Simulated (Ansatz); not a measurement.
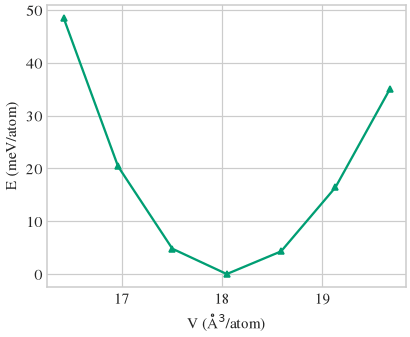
Figure: Sc2InC in space group P6_3/mmc (No. 194; Sc on 4f, In on 2d, C on 2a) under volume change, the program Ansatz at the PBEsol level (PAW), shape and atoms relaxed at each volume.

Task: What does a third-order Birch–Murnaghan fit give for V₀, B₀ and B′?

Result: V₀ = 18.05 Å³/atom, B₀ = 89.5 GPa, B′ = 4.4.

The first step of the workflow began from a Materials Project structure, measured or hypothetical; the Crystallography Open Database copy checked does not list it. Whether it is the stable phase at ambient conditions was not checked. Symmetry was held in the PBEsol relaxation; its stability against distortions is not shown here. The run is not spin-polarised.

Potentials: the later of the program's two PAW sets.
